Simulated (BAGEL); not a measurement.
**A workflow on InPH6 (SMILES [PH3+][InH3-])**

We compute a single-point energy (HF/x2c-SVPall), then the energy (NEVPT2(2,2)/x2c-SVPall) of InPH6. 

The results are computed with BAGEL 1.2.2.

1 further run of the same task is left out (set aside as unsound or not needed).

## (1) The system as given

InPH6: 8 atoms, total charge 0, spin state singlet. As SMILES, `[PH3+][InH3-]`. One bond was lengthened or shortened from a relaxed shape.

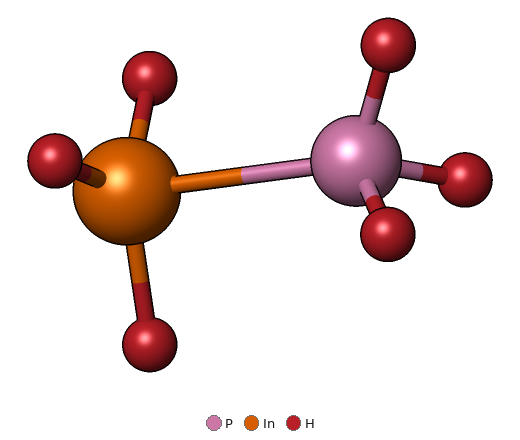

Viewed from a chosen angle; phosphorus pink, indium orange, hydrogen red.

## (2) The energy at HF/x2c-SVPall (DKH2, density fitting with AutoAux) (run 1)

Input file input.json:

```json
{ "bagel": [

{
  "title": "molecule",
  "basis": "x2c-svpall.json",
  "df_basis": "x2c-svpall-autoaux.json",
  "dkh": true,
  "geometry": [
    { "atom": "P", "xyz": [ -0.68057919,  0.18650841, -2.14522277 ] },
    { "atom": "In", "xyz": [  1.99395019, -0.12057209,  2.37008884 ] },
    { "atom": "H", "xyz": [ -3.33413262, -0.07767530, -2.13615208 ] },
    { "atom": "H", "xyz": [ -0.16203835, -1.54882709, -4.10203417 ] },
    { "atom": "H", "xyz": [ -0.55491241,  2.41241681, -3.60824873 ] },
    { "atom": "H", "xyz": [  0.48462593,  2.41298373,  3.78568268 ] },
    { "atom": "H", "xyz": [  4.49017824,  0.26588447,  1.20734602 ] },
    { "atom": "H", "xyz": [  1.02149713, -3.16095245,  3.08629504 ] }
  ]
},
{ "title": "hf" },
{ "title": "print", "file": "orbitals.molden", "orbitals": true }

]}
```

The basis set x2c-SVPall is read from a file made from the Basis Set Exchange's data (not shown).

Launch:

```
$ BAGEL_NUM_THREADS=1 BAGEL input.json > input.out
```

The log of the run:

```text
* using 1 threads per process

  ===============================================================
  ===============================================================

  *** Geometry ***

  { "atom" : "P", "xyz" : [     -0.680579,      0.186508,     -2.145223 ] },
  { "atom" : "In", "xyz" : [      1.993950,     -0.120572,      2.370089 ] },
  { "atom" : "H", "xyz" : [     -3.334133,     -0.077675,     -2.136152 ] },
  { "atom" : "H", "xyz" : [     -0.162038,     -1.548827,     -4.102034 ] },
  { "atom" : "H", "xyz" : [     -0.554912,      2.412417,     -3.608249 ] },
  { "atom" : "H", "xyz" : [      0.484626,      2.412984,      3.785683 ] },
  { "atom" : "H", "xyz" : [      4.490178,      0.265884,      1.207346 ] },
  { "atom" : "H", "xyz" : [      1.021497,     -3.160952,      3.086295 ] },

  Number of auxiliary basis functions:      647

  Since a DF basis is specified, we compute 2- and 3-index integrals:
    o Being stored without compression. Storage requirement is 0.037 GB

  Number of basis functions:       84
  Number of electrons      :       70

    * METHOD: MOLECULE                             0.39

  *** RHF ***

  === Nuclear Repulsion ===
   234.8992881371

      * DIIS with orbital gradients will be used.

  === RHF iteration (x2c-svpall.json) ===
      0      -6220.97275366          0.00645293           0.14
      1      -6221.01251932          0.00184792           0.13
      2      -6221.01575652          0.00048352           0.14
      3      -6221.01597127          0.00006974           0.14
      4      -6221.01597764          0.00001577           0.13
      5      -6221.01597799          0.00000261           0.13
      6      -6221.01597800          0.00000050           0.13
      7      -6221.01597800          0.00000011           0.13
      8      -6221.01597800          0.00000002           0.13
      9      -6221.01597800          0.00000001           0.13
    * SCF iteration converged.

    * Permanent dipole moment:
           (    0.557125,    -0.122775,     1.412158) a.u.

    * METHOD: HF                                   1.82

    * METHOD: PRINT                                0.02

  ===============================================================
```

Wall time 2.4 s (1 thread of Arm Neoverse V1, shared host); peak memory 0.17 GiB.

## (3) The energy at NEVPT2(2,2)/x2c-SVPall (DKH2, density fitting with AutoAux) (run 2)

Input file calc.json:

```json
{ "bagel" : [

{
  "title" : "molecule",
  "basis" : "x2c-svpall.json",
  "df_basis" : "x2c-svpall-autoaux.json",
  "dkh" : true,
  "geometry" : [
    { "atom" : "P", "xyz" : [    -0.68057919,     0.18650841,    -2.14522277 ] },
    { "atom" : "In", "xyz" : [     1.99395019,    -0.12057209,     2.37008884 ] },
    { "atom" : "H", "xyz" : [    -3.33413262,    -0.07767530,    -2.13615208 ] },
    { "atom" : "H", "xyz" : [    -0.16203835,    -1.54882709,    -4.10203417 ] },
    { "atom" : "H", "xyz" : [    -0.55491241,     2.41241681,    -3.60824873 ] },
    { "atom" : "H", "xyz" : [     0.48462593,     2.41298373,     3.78568268 ] },
    { "atom" : "H", "xyz" : [     4.49017824,     0.26588447,     1.20734602 ] },
    { "atom" : "H", "xyz" : [     1.02149713,    -3.16095245,     3.08629504 ] }
  ]
},

{
  "title" : "hf"
},

{
  "title" : "nevpt2",
  "nstate" : 1,
  "nact" : 2,
  "nclosed" : 34,
  "active" : [34, 40],
  "maxiter" : 200,
  "natocc" : true,
  "ncore" : 23
},

{
  "title" : "print",
  "file" : "orbitals.molden",
  "orbitals" : true
}

]}
```

The basis set x2c-SVPall is read from a file made from the Basis Set Exchange's data (not shown).

Launch:

```
$ BAGEL_NUM_THREADS=1 BAGEL calc.json > calc.out
```

The log of the run:

```text
* using 1 threads per process

  ===============================================================
  ===============================================================

  *** Geometry ***

  { "atom" : "P", "xyz" : [     -0.680579,      0.186508,     -2.145223 ] },
  { "atom" : "In", "xyz" : [      1.993950,     -0.120572,      2.370089 ] },
  { "atom" : "H", "xyz" : [     -3.334133,     -0.077675,     -2.136152 ] },
  { "atom" : "H", "xyz" : [     -0.162038,     -1.548827,     -4.102034 ] },
  { "atom" : "H", "xyz" : [     -0.554912,      2.412417,     -3.608249 ] },
  { "atom" : "H", "xyz" : [      0.484626,      2.412984,      3.785683 ] },
  { "atom" : "H", "xyz" : [      4.490178,      0.265884,      1.207346 ] },
  { "atom" : "H", "xyz" : [      1.021497,     -3.160952,      3.086295 ] },

  Number of auxiliary basis functions:      647

  Since a DF basis is specified, we compute 2- and 3-index integrals:
    o Being stored without compression. Storage requirement is 0.037 GB

  Number of basis functions:       84
  Number of electrons      :       70

    * METHOD: MOLECULE                             0.40

  *** RHF ***

  === Nuclear Repulsion ===
   234.8992881371

      * DIIS with orbital gradients will be used.

  === RHF iteration (x2c-svpall.json) ===
      0      -6220.97275366          0.00645293           0.14
      1      -6221.01251932          0.00184792           0.13
      2      -6221.01575652          0.00048352           0.13
      3      -6221.01597127          0.00006974           0.13
      4      -6221.01597764          0.00001577           0.13
      5      -6221.01597799          0.00000261           0.14
      6      -6221.01597800          0.00000050           0.14
      7      -6221.01597800          0.00000011           0.13
      8      -6221.01597800          0.00000002           0.13
      9      -6221.01597800          0.00000001           0.13
    * SCF iteration converged.

    * Permanent dipole moment:
           (    0.557125,    -0.122775,     1.412158) a.u.

    * METHOD: HF                                   1.81

    * freezing 23 orbitals
  ---------------------------
      CASSCF calculation
  ---------------------------

    ==== Active orbitals : =====
         Orbital 34
         Orbital 40
    ============================

    * nstate   :      1
    * nclosed  :     34
    * nact     :      2
    * nvirt    :     48
  === CASSCF iteration (x2c-svpall.json) ===

    * Using the second-order algorithm

      0  0     -6221.01616626     3.78e-05      0.04

      1  0     -6221.01725809     1.36e-04      0.51

      2  0     -6221.02046046     2.25e-04      0.72

      3  0     -6221.02092928     3.95e-05      0.64

      4  0     -6221.02093399     6.95e-06      0.66

      5  0     -6221.02093405     1.16e-06      0.68

      6  0     -6221.02093405     1.98e-07      0.66

      7  0     -6221.02093405     3.38e-08      0.67

      8  0     -6221.02093405     5.73e-09      0.59

    * Second-order optimization converged. *

     guess   0:   closed 1.                   open ..

  === FCI iteration ===

      0  0     -6221.01594266     3.66e-02      0.00
      1  0     -6221.02093183     5.78e-04      0.00
      2  0 *   -6221.02093405     5.56e-16      0.00

     * ci vector, state   0, <S^2> = 0.0000
       2.     0.9976834801
       .2    -0.0680270052

  === DF-NEVPT2 calculation ===

    * 3-index integral transformation done
    * assembly done

      NEVPT2 correlation energy:   -0.2546057372      0.12

          (+0)     -0.1921203643
          (+0)'    -0.0226072673
          (+1)     -0.0047160366
          (+1)'    -0.0035942215
          (+2)     -0.0020295843
          (-1)     -0.0223172001
          (-1)'    -0.0017139466
          (-2)     -0.0055071166

      NEVPT2 total energy:       -6221.2755397879

    * METHOD: NEVPT2                               5.95

    * METHOD: PRINT                                0.02

  ===============================================================
```

Wall time 8.4 s (1 thread of Arm Neoverse V1, shared host); peak memory 0.18 GiB.

## (4) What came out

```
                                   quantity           value
         run 1, HF/x2c-SVPall: total energy  -6221.01598 Eh
        run 1, HF/x2c-SVPall: dipole moment          3.87 D
          run 1, HF/x2c-SVPall: HOMO energy       -10.32 eV
          run 1, HF/x2c-SVPall: LUMO energy         2.62 eV
        run 1, HF/x2c-SVPall: HOMO–LUMO gap        12.94 eV
run 2, NEVPT2(2,2)/x2c-SVPall: total energy  -6221.27554 Eh
```
